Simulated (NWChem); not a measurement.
# CHF2O (SMILES [O]C(F)F) at UMN15/MINI (COSMO nitromethane, thermostat langevin 0.001)

We compute molecular dynamics of CHF2O. 

The calculation is run with NWChem 7.3.0.

2 further runs of the same task are left out: 1 that didn't finish, 1 set aside as unsound or not needed.

## 1. Starting point

The species is CHF2O (5 atoms), meant as a doublet with charge 0. As SMILES, `[O]C(F)F`. The coordinates come from a PBE0-D4/def2-TZVP relaxation. The run starts from this shape.

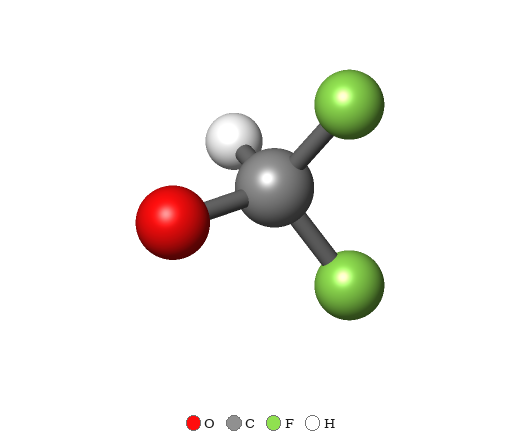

Viewed from a chosen angle; oxygen red, carbon grey, fluorine green, hydrogen white.

## 2. A short trajectory at UMN15/MINI (COSMO nitromethane, thermostat langevin 0.001)

m1.xyz reads:

```xyz
5
CHF2O md
O     -0.541600    -0.387700     1.137900
C      0.011000     0.001200     0.004100
F      1.102700    -0.708000    -0.342800
F     -0.825400    -0.034200    -1.051500
H      0.303300     1.055000     0.210800
```

m1.nw reads:

```
START m1
TITLE "CHF2O md"
memory stack 880 mb heap 220 mb global 1100 mb
GEOMETRY units angstroms noautosym nocenter noautoz
load m1.xyz
END
BASIS "ao basis" spherical bse
* library MINI
END
COSMO
dielec 36.562
END
DFT
xc mn15
mult 2
grid coarse
maxiter 150
print low
END
QMD
nstep_nucl 15
dt_nucl 40
targ_temp 300
thermostat langevin 0.001
rand_seed 3645
print_xyz 1
END
TASK dft qmd
```

Run with:

```sh
$ nwchem m1.nw > m1.out
```

What values should one expect? Wanted: potential energy of the last frame.

Answer, from the run:

At UMN15/MINI (COSMO nitromethane, thermostat langevin 0.001):

| quantity | value |
| --- | --- |
| potential energy of the last frame | -310.78136 Eh |

The run spans only 15 fs, so it is not equilibrated: the temperature averages 1552 K over its second half, against 373 K at the start.
